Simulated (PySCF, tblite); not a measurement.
# C₄H₁₀BO₃ radical: geometry, infrared bands and EPR parameters

Wanted: the infrared bands and EPR parameters of C₄H₁₀BO₃ radical (`CCB(O)OC[CH]O`), by calculation.

Computed with tblite 0.8.0 and PySCF 2.14.0, with density-fitted response routines of our own, on a single molecule in the gas phase. Atoms are numbered from 0 throughout.

## (1) The molecule as given

18 atoms, charge 0, multiplicity 2; geometry from: force field or distance geometry start.

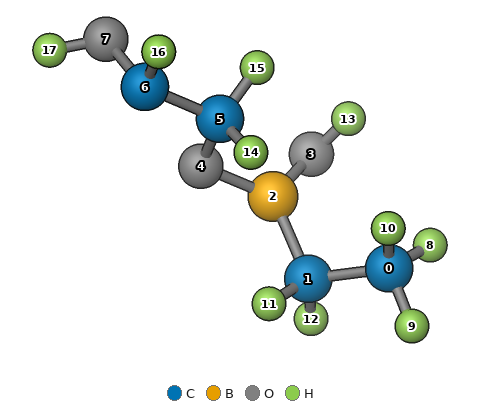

The starting geometry (carbon blue, boron amber, oxygen grey, hydrogen green), atoms numbered.

## (2) Relaxing the molecule with GFN2-xTB

What the job is given:

```
{"job": {"kind": "relax", "xc": "GFN2-xTB", "basis": "xTB"}, "charge": 0, "multiplicity": 2}
C     -2.546500     0.288200    -0.499200
C     -1.589300    -0.864000    -0.703200
B     -0.438900    -0.870900     0.430800
O     -0.806200    -1.055300     1.822600
O      0.967600    -0.741200     0.049900
C      1.317200     0.624500     0.051700
C      2.786900     0.763500    -0.339400
O      3.602700     0.128200     0.610700
H     -3.065800     0.204700     0.483700
H     -3.326200     0.268100    -1.296600
H     -2.020500     1.260700    -0.552900
H     -1.112900    -0.787400    -1.692100
H     -2.143300    -1.828300    -0.634200
H     -0.938600    -0.149100     2.183400
H      0.719800     1.207300    -0.689600
H      1.185100     1.074900     1.080000
H      3.065900     1.837700    -0.393900
H      4.334300    -0.275200     0.076700
```

Run with:

```sh
$ OMP_NUM_THREADS=1 python probes_run.py task.json out
```

One launch serves the whole session: the jobs run in the order shown.

The log of the run:

```text
step      E/eV     max force
  0    -735.17871    2.552
  1    -735.53197    1.444
  2    -735.66813    0.670
  3    -735.70269    0.490
  4    -735.73956    0.514
  5    -735.76258    0.555
  6    -735.82063    0.730
  7    -735.87437    1.011
  8    -735.96195    1.202
  9    -736.06427    1.025
 10    -736.17882    0.902
 11    -736.26599    1.346
 12    -736.09738    3.531
 13    -736.36224    0.602
 14    -736.38866    0.478
 15    -736.42459    0.467
 16    -736.46117    0.336
 17    -736.47462    0.316
 18    -736.49592    0.287
 19    -736.51020    0.266
 20    -736.53121    0.305
 21    -736.55138    0.368
 22    -736.57089    0.474
 23    -736.58817    0.511
 24    -736.60365    0.517
 25    -736.62432    0.489
 26    -736.65285    0.463
 27    -736.68749    0.456
 28    -736.71364    0.469
 29    -736.75562    0.535
 30    -736.80816    0.629
 31    -736.81259    0.691
 32    -736.88198    0.485
 33    -736.90464    0.349
 34    -736.93615    0.301
 35    -736.95045    0.285
 36    -736.97743    0.387
 37    -736.99819    0.414
 38    -737.02706    0.572
 39    -737.05179    0.476
 40    -737.07193    0.342
 41    -737.08704    0.293
 42    -737.09476    0.338
 43    -737.10413    0.228
 44    -737.11164    0.189
 45    -737.11710    0.178
 46    -737.12241    0.201
 47    -737.12703    0.141
 48    -737.13004    0.115
 49    -737.13229    0.128
 50    -737.13457    0.151
 51    -737.13743    0.144
 52    -737.14111    0.158
 53    -737.14468    0.124
 54    -737.14872    0.143
 55    -737.15347    0.173
 56    -737.15887    0.185
 57    -737.16444    0.178
 58    -737.16909    0.152
 59    -737.17221    0.142
 60    -737.17496    0.106
 61    -737.17725    0.108
 62    -737.17985    0.129
 63    -737.18267    0.164
 64    -737.18589    0.173
 65    -737.18842    0.114
 66    -737.19037    0.120
 67    -737.19211    0.097
 68    -737.19406    0.120
 69    -737.19550    0.096
 70    -737.19725    0.156
 71    -737.19901    0.110
 72    -737.20198    0.119
 73    -737.20424    0.126
 74    -737.20733    0.125
 75    -737.21005    0.149
 76    -737.21297    0.125
 77    -737.21477    0.190
 78    -737.21597    0.201
 79    -737.21789    0.106
 80    -737.21965    0.119
 81    -737.22233    0.169
 82    -737.22472    0.118
 83    -737.22751    0.146
 84    -737.23087    0.190
 85    -737.23626    0.189
 86    -737.24086    0.160
 87    -737.24603    0.177
 88    -737.25100    0.194
 89    -737.25398    0.370
 90    -737.25761    0.143
 91    -737.26062    0.111
 92    -737.26508    0.151
 93    -737.26772    0.127
 94    -737.27085    0.125
 95    -737.27337    0.099
 96    -737.27615    0.116
 97    -737.27876    0.131
 98    -737.28066    0.102
 99    -737.28191    0.063
100    -737.28268    0.070
101    -737.28334    0.056
102    -737.28389    0.064
103    -737.28433    0.058
104    -737.28471    0.053
105    -737.28504    0.038
106    -737.28530    0.032
107    -737.28554    0.037
108    -737.28579    0.037
109    -737.28602    0.031
110    -737.28621    0.027
111    -737.28636    0.027
112    -737.28649    0.031
113    -737.28663    0.033
114    -737.28676    0.025
115    -737.28686    0.022
116    -737.28694    0.019
117    -737.28700    0.022
118    -737.28707    0.024
119    -737.28716    0.022
120    -737.28726    0.025
121    -737.28736    0.021
122    -737.28746    0.026
123    -737.28756    0.028
124    -737.28767    0.025
125    -737.28779    0.028
126    -737.28792    0.023
127    -737.28805    0.025
128    -737.28819    0.025
129    -737.28832    0.035
130    -737.28844    0.031
131    -737.28852    0.017
132    -737.28858    0.018
133    -737.28862    0.016
134    -737.28866    0.019
135    -737.28870    0.015
136    -737.28873    0.011
137    -737.28874    0.010
138    -737.28875    0.010
139    -737.28877    0.011
140    -737.28880    0.018
141    -737.28886    0.023
142    -737.28892    0.022
143    -737.28899    0.018
144    -737.28903    0.012
145    -737.28904    0.009
```

It took 0.76 s on 1 thread of Arm Neoverse V2, shared host.

Step by step: (not every step is listed)

```csv
step,energy from step 0 (eV),largest force (eV/Å)
0,0.0000,2.5523
1,-0.3533,1.4440
2,-0.4894,0.6699
3,-0.5240,0.4902
4,-0.5608,0.5140
5,-0.5839,0.5549
6,-0.6419,0.7303
7,-0.6957,1.0108
8,-0.7832,1.2017
21,-1.3727,0.3677
34,-1.7574,0.3010
47,-1.9483,0.1413
60,-1.9963,0.1061
73,-2.0255,0.1264
86,-2.0621,0.1600
99,-2.1032,0.0630
112,-2.1078,0.0313
125,-2.1091,0.0280
138,-2.1100,0.0100
140,-2.1101,0.0181
141,-2.1101,0.0227
142,-2.1102,0.0224
143,-2.1103,0.0184
144,-2.1103,0.0117
145,-2.1103,0.0091
```

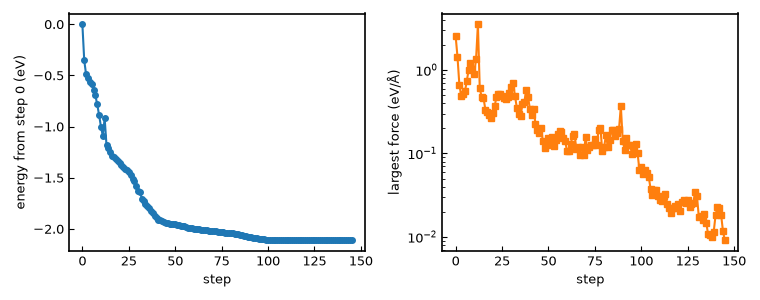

Energy and largest force along the relaxation.

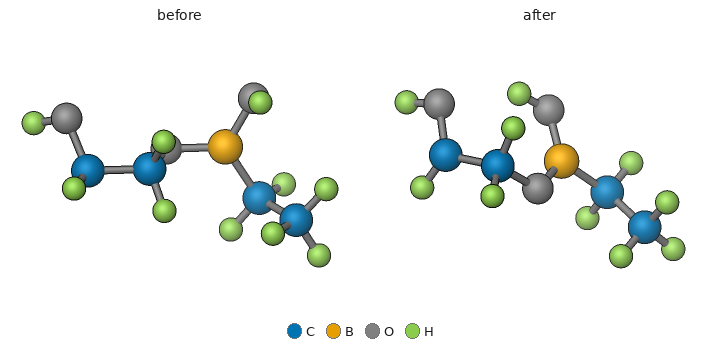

The geometry before (left) and after (right).

Close pairs (by a distance rule), those that changed most:

```csv
bond,before (Å),after (Å),change (Å)
B2–O4,1.463,1.362,-0.101
B2–O3,1.451,1.351,-0.100
C5–C6,1.527,1.479,-0.048
C6–H16,1.111,1.077,-0.034
C5–H15,1.130,1.097,-0.034
O7–H17,0.992,0.962,-0.030
C6–O7,1.404,1.376,-0.028
C0–H8,1.115,1.087,-0.028
```

The next job starts from the end point, and lists it.

## (3) Harmonic vibrations with GFN2-xTB

What the job is given:

```
{"job": {"kind": "ir", "xc": "GFN2-xTB", "basis": "xTB"}, "charge": 0, "multiplicity": 2}
C     -2.730951     0.148392    -0.763874
C     -1.672089    -0.942210    -0.596497
B     -0.345145    -0.457419     0.159354
O      0.248222    -1.309038     1.024210
O      0.114474     0.790008    -0.136203
C      1.258337     1.392710     0.487275
C      2.535405     0.742096     0.122821
O      2.970304    -0.263857     0.955493
H     -3.085137     0.485762     0.207075
H     -3.582479    -0.222670    -1.331535
H     -2.306396     1.001852    -1.285100
H     -1.390027    -1.303609    -1.588389
H     -2.103843    -1.793327    -0.068691
H      1.079020    -1.010670     1.405657
H      1.250767     2.430982     0.141616
H      1.136514     1.366888     1.576782
H      2.885235     0.746450    -0.895827
H      3.729031    -0.715989     0.574175
```

The log of the run:

```text
mode    cm-1     km/mol
  1      15.2      0.62
  2      64.0      0.32
  3     103.3      3.88
  4     119.4      0.69
  5     143.8      0.56
  6     202.7      5.29
  7     224.0      0.41
  8     292.3    113.05
  9     342.3     65.83
 10     349.7      1.84
 11     424.3      6.77
 12     458.1      8.33
 13     510.1     10.18
 14     589.1     21.86
 15     643.6    218.53
 16     713.6     21.46
 17     775.8     42.75
 18     904.7     16.11
 19     930.5     31.35
 20     988.8     62.10
 21    1000.4     32.61
 22    1019.0     34.90
 23    1029.1     68.96
 24    1084.8      3.01
 25    1173.8     28.08
 26    1194.8    291.23
 27    1214.6     53.20
 28    1224.6     77.28
 29    1242.1     10.29
 30    1249.3    207.81
 31    1300.8     34.56
 32    1320.2    151.72
 33    1347.9     55.44
 34    1406.3      0.79
 35    1439.9      3.93
 36    1484.2      0.80
 37    1502.4      1.65
 38    1510.9      3.04
 39    2909.8     31.81
 40    2936.6     19.36
 41    2964.4     39.70
 42    2998.2     31.66
 43    3015.0     64.58
 44    3036.5     50.49
 45    3049.2     33.80
 46    3091.4     41.58
 47    3539.2     58.59
 48    3562.2     32.90
```

Wall time 0.46 s (1 thread of Arm Neoverse V2, shared host).

Which atoms move in the most intense modes:

```csv
cm⁻¹,km/mol,atoms
292,113.0,"H17 35 %, H16 19 %, O4 18 %"
342,65.8,"H17 49 %, O7 16 %, H16 11 %"
644,218.5,"H13 76 %, O3 10 %"
1029,69.0,"H17 28 %, C5 24 %, C6 19 %, H15 11 %"
1195,291.2,"B2 45 %, H14 19 %"
1225,77.3,"B2 39 %, H12 18 %, O3 12 %"
1249,207.8,"H15 20 %, H11 17 %, H17 14 %, B2 11 %"
1320,151.7,"H12 25 %, B2 19 %, C1 19 %, H14 10 %"
```

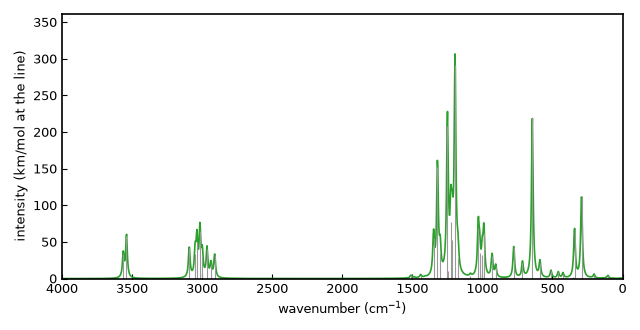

The infrared spectrum from these modes, unscaled. Lines are broadened to a width of 14 cm⁻¹ (Lorentzian).

## (4) g tensor and hyperfine couplings: B3LYP/pcH-1

The job, as its differences from that of step 3:

```diff
@@ -1,2 +1,2 @@
-{"job": {"kind": "ir", "xc": "GFN2-xTB", "basis": "xTB"}, "charge": 0, "multiplicity": 2}
+{"job": {"kind": "epr", "basis": "pcH-1"}, "charge": 0, "multiplicity": 2}
 C     -2.730951     0.148392    -0.763874
```

Level: UKS B3LYP, pcH-1 on B C H O, non-relativistic, mean-field spin-orbit, GIAO.

The log of the run:

```text
UKS, coarse grid
  cycle   1  E = -408.83438335  |g| = 7.81e-01
  cycle   2  E = -408.54391551  |g| = 1.20e+00
  cycle   3  E = -409.05065465  |g| = 1.04e-01
  cycle   4  E = -409.05430779  |g| = 5.06e-02
  cycle   5  E = -409.05531053  |g| = 1.58e-02
  cycle   6  E = -409.05538964  |g| = 5.84e-03
  cycle   7  E = -409.05540408  |g| = 1.46e-03
  cycle   8  E = -409.05540504  |g| = 9.21e-04
UKS, final grid
  cycle   1  E = -409.05550130  |g| = 1.40e-03
  cycle   2  E = -409.05550012  |g| = 2.36e-03
  cycle   3  E = -409.05550198  |g| = 1.60e-04
  cycle   4  E = -409.05550199  |g| = 3.38e-05
  cycle   5  E = -409.05550199  |g| = 3.08e-05
  cycle   6  E = -409.05550199  |g| = 6.22e-06
E = -409.05550199 Eh   <S^2> = 0.7536 (exact 0.7500)
g shifts (ppm)      1          2          3
  rmc          -206       -206       -206
  gc              7         34         17
  oz_so         -63        437       2055
  total        -262        265       1866
hyperfine (MHz)  atom isotope    a_iso     a_fc   dipolar eigenvalues
    0   13C       0.63       0.63     -0.17     -0.16      0.33
    1   13C       2.57       2.57     -0.52     -0.47      0.98
    2   11B      -2.10      -2.10     -1.46     -0.19      1.64
    3   17O      -1.01      -1.01     -0.30     -0.01      0.32
    4   17O     -44.16     -44.16    -21.58     10.66     10.92
    5   13C      -4.46      -4.46     -1.56     -0.81      2.37
    6   13C     131.79     131.79    -77.62    -76.15    153.77
    7   17O     -23.75     -23.75    -65.37     31.42     33.95
    8    1H      -0.02      -0.02     -0.54     -0.51      1.05
    9    1H      -0.08      -0.08     -0.36     -0.33      0.69
   10    1H      -0.01      -0.01     -0.80     -0.70      1.50
   11    1H      -0.15      -0.15     -0.87     -0.65      1.52
   12    1H       0.93       0.93     -0.67     -0.47      1.15
   13    1H       1.53       1.53     -4.43     -2.65      7.08
   14    1H      26.42      26.42     -6.91     -3.40     10.31
   15    1H       4.66       4.66     -5.86     -4.11      9.97
   16    1H     -46.33     -46.33    -35.47     -1.74     37.22
   17    1H     -12.30     -12.30    -13.66     -8.99     22.64
```

It took 90 s on 1 thread of Arm Neoverse V2, shared host; peak memory 1 GiB.

Principal g values 2.00206, 2.00258, 2.00419; g(iso) = 2.00294, against 2.00232 for a free electron.

Hyperfine couplings; where a row names several nuclei, a(iso) is their mean (it holds for fast rotation or exchange) and the dipolar term the largest among them:

```csv
nuclei,isotope,a(iso) (MHz),"a(iso) (G, at g = 2.0023)",largest dipolar term (MHz)
C6,13C,131.8,47.0,153.8
H16,1H,-46.3,-16.5,37.2
O4,17O,-44.2,-15.8,-21.6
O7,17O,-23.7,-8.5,-65.4
"H14, H15",1H,15.5,5.5,10.3
H17,1H,-12.3,-4.4,22.6
C5,13C,-4.5,-1.6,2.4
C1,13C,2.6,0.9,1.0
B2,11B,-2.1,-0.7,1.6
H13,1H,1.5,0.5,7.1
O3,17O,-1.0,-0.4,0.3
C0,13C,0.6,0.2,0.3
"H11, H12",1H,0.4,0.1,1.5
"H8, H9, H10",1H,0.0,0.0,1.5
```

Mulliken spin populations:

C0 0.00; C1 0.00; B2 -0.01; O3 0.00; O4 0.05; C5 -0.03; C6 0.89; O7 0.12; H8 0.00; H9 0.00; H10 0.00; H11 0.00; H12 0.00; H13 0.00; H14 0.01; H15 0.00; H16 -0.04; H17 0.00

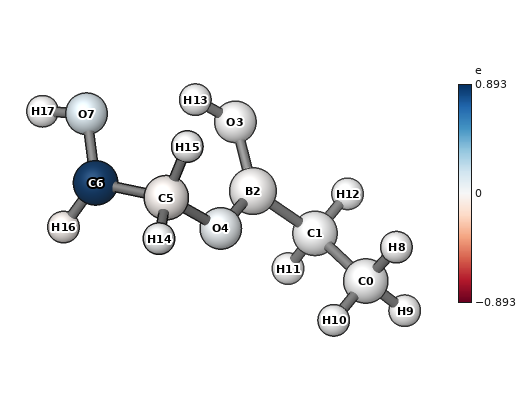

Mulliken spin populations, as colours on the atoms.

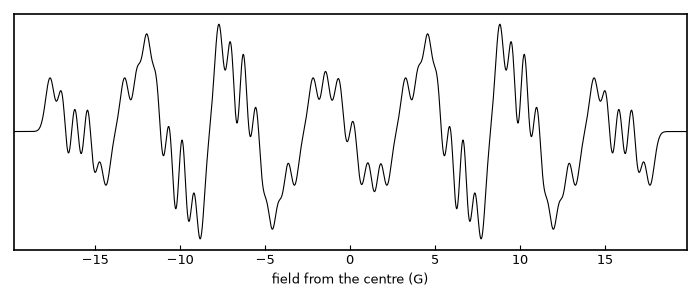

First-order isotropic spectrum (first derivative, main isotopes with spin only, couplings over 0.8 MHz, Gaussian width 0.3 G; couplings of the frozen geometry, rotation of groups not averaged beyond the rows shown).

Orbitals, density, ELF and potential are computed afterwards from the orbital file.

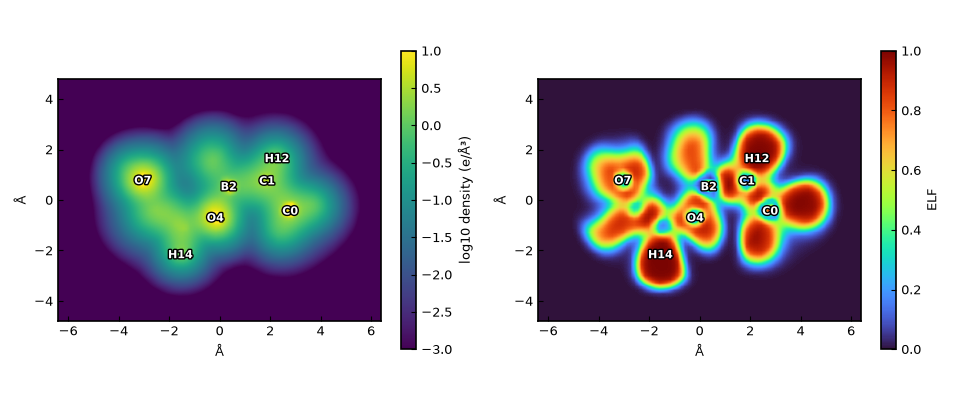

Density (left) and ELF (right) in a plane through or near 7 of the atoms.

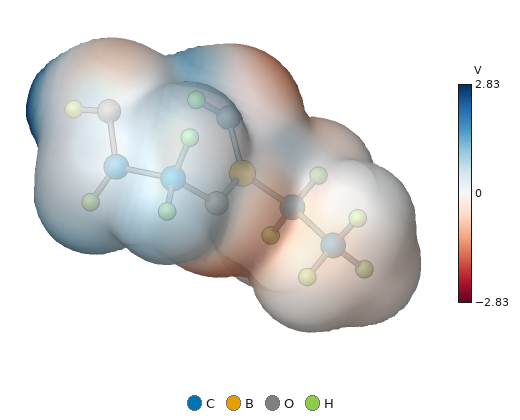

Electrostatic potential on the surface of density 0.002 e/bohr³; red is low, blue high. It runs from -1.57 V near O3 to 2.83 V near H17.

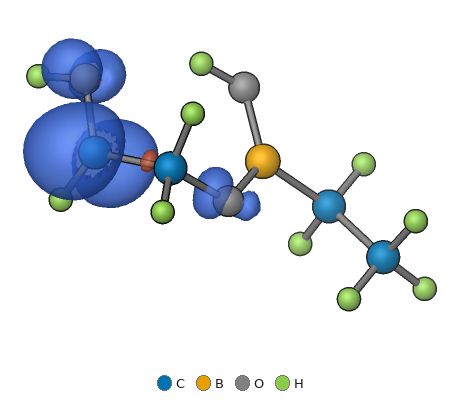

Spin density at ±0.04 e/Å³ (alpha excess blue, beta excess red).

## (5) Outcome

| quantity | value |
| --- | --- |
| strongest single infrared mode (GFN2-xTB) | 1195 cm⁻¹, 291 km/mol |
| zero-point energy (GFN2-xTB) | 89.6 kcal/mol |
| g(iso) (B3LYP) | 2.00294 |
| ⟨S²⟩ | 0.754 (exact 0.75) |
| largest a(iso) (averaged by class) | 13C on C6, 131.8 MHz |
| potential on the surface of density 0.002 e/bohr³, 1st and 99th percentile | -1.57 V and 2.83 V |

The optimisation took 145 steps and gained 2.110 eV; among the close pairs (by a distance rule), B2–O4 changed most, from 1.463 to 1.362 Å. All 48 modes are real, so the xTB geometry is a minimum. The strongest single mode, at 1195 cm⁻¹, is spread over many atoms; the largest shares are those of B2, H14. Unscaled tight-binding wavenumbers are off by several per cent, some by more. Its intensities can rank the bands wrongly. Most of the unpaired spin sits on C6 (0.89 e). The isotropic g lies 0.6 ppt above the free-electron value.
